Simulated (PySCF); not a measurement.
# Cl2H2Si, SMILES `Cl[SiH2]Cl`: electronic structure

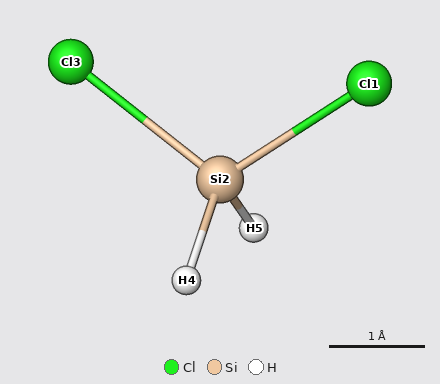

The molecule, with its atoms numbered as below. No frequency check shows the geometry to be a minimum.

Geometry (Å), atoms numbered from 1:

```
Cl1     -1.6423   -0.4029   -0.0000
Si2      0.0000    0.7550    0.0000
Cl3      1.6423   -0.4029    0.0000
H4      -0.0002    1.5638    1.2093
H5       0.0002    1.5638   -1.2093
```

## 1. Bonding charge

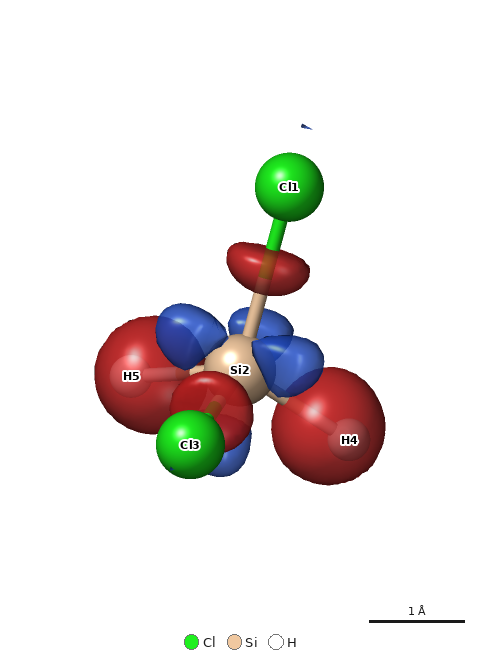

Deformation density (molecule less spherical, spin-averaged free atoms at the same positions), surfaces at ±0.1 e/Å³; red: gain, blue: loss.

PySCF calculation, B3LYP/def2-SVPD, gas phase; geometry: GFN2-xTB.

Q: Describe the bonding that the map shows.

A: Si2–H5 and Si2–H4: +0.21 e/Å³ at the bond critical point (bond length 1.46 Å). Cl1–Si2 and Si2–Cl3: +0.04 e/Å³ at the bond critical point (bond length 2.01 Å); up to 0.6 Å beside the axis the gain reaches +0.20 e/Å³. In all, 1.1 electrons gather in the regions of gain relative to the promolecule. A small or negative value marks a very polar bond, one between electron-rich atoms, whose free-atom densities already overlap strongly, a long bond to a heavier atom, or a closed-shell contact such as a hydrogen bond.

Q: Where do the Hirshfeld charges lie?

A: The highest Hirshfeld charge is on Si2 (+0.36 e), the lowest on Cl1 and Cl3 (−0.11 e).

```
atom  charge (e)
 Cl1       −0.11
 Si2       +0.36
 Cl3       −0.11
  H4       −0.07
  H5       −0.07
```

## 2. Local ionisation energy

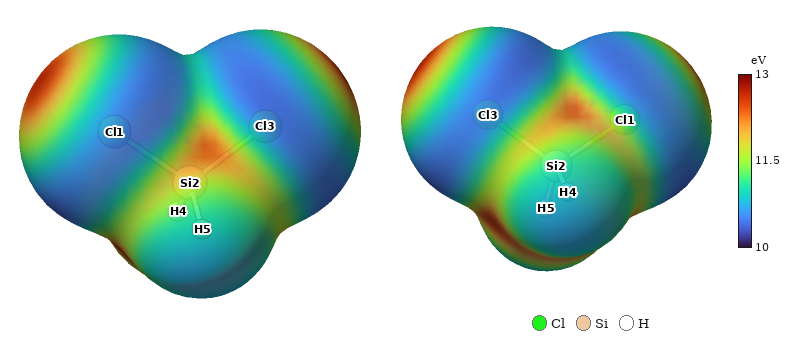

Average local ionisation energy on the surface of electron density 0.001 a.u. (back view left, front view right).

Q: Where are the most loosely bound electrons on this surface?

A: The lowest value is 10.4 eV, 2.1 Å from Cl1, and at like points elsewhere. For comparison, the highest occupied orbital lies at −8.9 eV.

## 3. Excited states

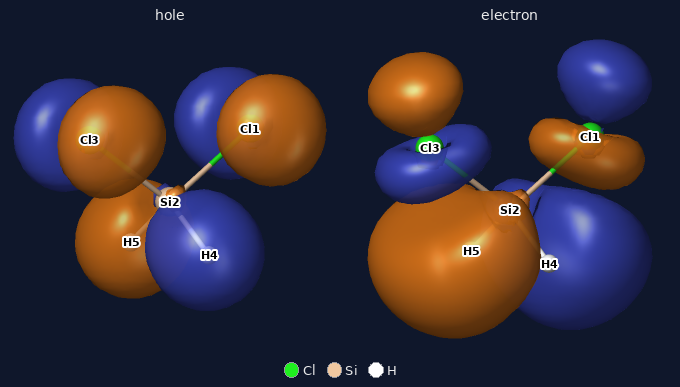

Leading natural transition orbital pair of S₂ (TDA singlet states); the surfaces enclose about 78 % of each orbital's density.

PySCF calculation, PBE0/def2-TZVP, gas phase; geometry: GFN2-xTB. Without diffuse functions Rydberg states are missing, so the states' numbers hold for this basis only.

Q: Give its energy and the atoms that hole and electron lie on.

A: 7.80 eV (159 nm), f = 0.000 (dark), partly diffuse acceptor orbital, which a basis without diffuse functions describes poorly; the leading pair carries 99 %; hole on Cl1 and Cl3 (27 % each), Si2 (18 %) and H4 and H5 (14 % each), electron on Si2 (51 %), Cl1 and Cl3 (16 % each) and H4 and H5 (8 % each) (atom shares of so diffuse an orbital are rough); their centroids lie 0.5 Å apart; S₁ lies within 0.1 eV of it. In canonical orbitals it is mainly HOMO → LUMO (99 %). The HOMO–LUMO gap is 9.33 eV.

## 4. Removing or adding an electron

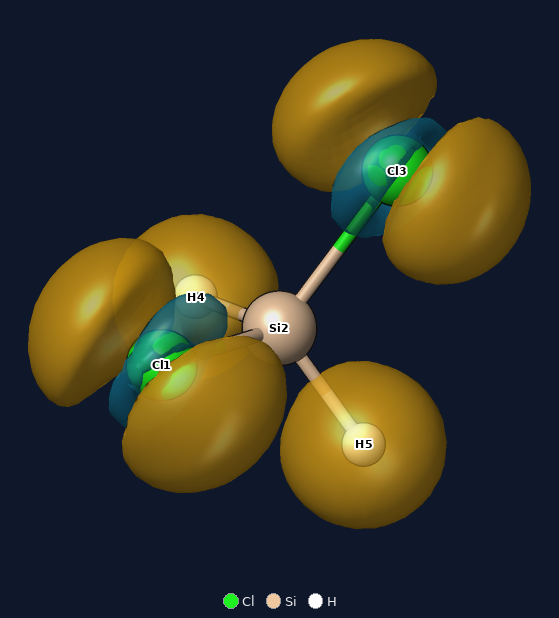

Fukui function f⁻ = ρ(N) − ρ(N−1) at fixed geometry, surfaces at ±0.02 e/Å³ (yellow positive, teal negative).

Level of theory: r2SCAN/cc-pVTZ (PySCF), at a geometry from GFN2-xTB.

Q: On which atoms does the density change most on removal of an electron?

A: f⁻ (Hirshfeld-condensed) is largest on Cl1 and Cl3 (0.30 each); the vertical ionisation energy is 11.05 eV (the stability of the cation's solution wasn't checked). Condensed values hint at sites of electrophilic attack but needn't mark the atom that reacts. Orbital relaxation makes it negative in places (0.08 e in all).

## 5. Localised orbitals

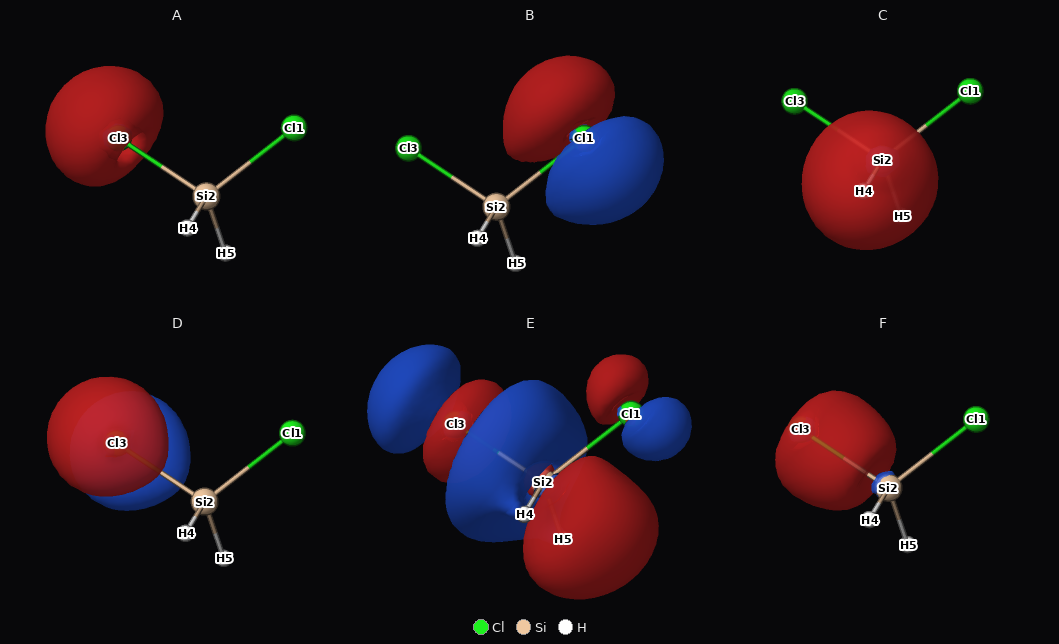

Intrinsic bond orbitals (IBO), occupied and valence-virtual; each surface holds about 85 % of the orbital's density. Energies are diagonal elements of the Fock matrix.

Level of theory: HF/6-31+G* (PySCF), at a geometry from GFN2-xTB.

Q: Identify each orbital.

A: By panel:
- A: lone pair on Cl3 (sp0.4-type) (Cl3 100 %; −23.5 eV)
- B: lone pair on Cl1 (p-type) (Cl1 97 %; −13.5 eV)
- C: σ bond H4–Si2 (H4 56 %, Si2 44 %; −16.6 eV)
- D: lone pair on Cl3 (p-type) (Cl3 98 %; −13.4 eV)
- E: σ* orbital Si2–Cl3, mostly on Si2 (Si2 71 %, Cl3 25 %; 6.3 eV)
- F: σ bond Cl3–Si2 (Cl3 72 %, Si2 27 %; −23.0 eV)

Q: How do all the valence pairs divide up?

A: 10 pairs: 6 lone pairs and 4 σ bonds.

## 6. Stretching a bond

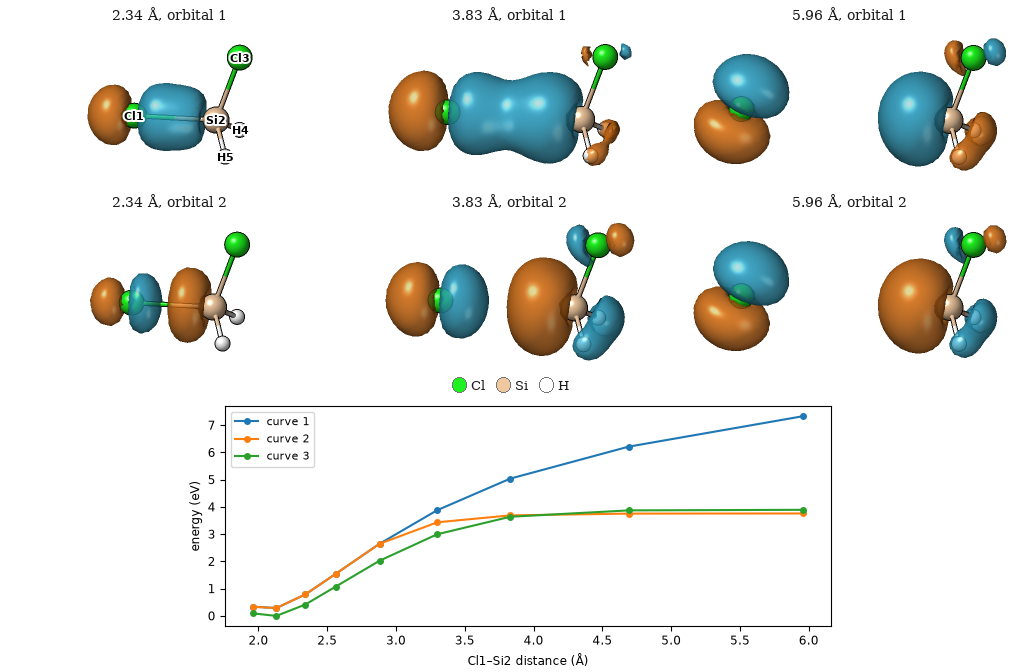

Rigid stretch of the Cl1–Si2 bond. The two CASSCF(2,2) natural orbitals nearest half filling (orbital 1 the more occupied). Below: energies along the scan, from the lowest point of the three curves.

Computed with PySCF, 6-31+G* basis, geometry: GFN2-xTB.

Q: How do the occupations change along the stretch?

A: 2.34 Å: 1.97 and 0.03; 3.83 Å: 1.50 and 0.50; 5.96 Å: 1.01 and 0.99. At the longest distance computed (5.96 Å) they are 1.01 and 0.99, and the effective number of unpaired electrons is 2.0.

Q: Which curve is which method?

A: Curve 1 is RHF. Curve 2 is UHF. Curve 3 is CASSCF(2,2). RHF rises too steeply because it keeps both electrons in one orbital and so mixes in ionic fragments.

Q: Where does the UHF solution part from RHF?

A: Between 2.88 Å (⟨S²⟩ = 0, the two coincide) and 3.30 Å (⟨S²⟩ = 0.73); at 5.96 Å ⟨S²⟩ is 1.01 and UHF lies 3.6 eV below RHF.

Q: How much energy does the stretch cost?

A: By CASSCF, 3.9 eV from the lowest point of the scan (2.13 Å) to 5.96 Å; RHF gives 7.0 eV from its own lowest point. The fragments aren't relaxed and dynamic correlation is missing, so this isn't a bond dissociation energy.

The PySCF runs shown took 7.9 s, 67 s, 82 s, 1.4 s and 110 s on 1 thread of Intel(R) Xeon(R) Platinum 8259CL CPU @ 2.50GHz (Skylake/Cascade Lake), with other jobs on the host.
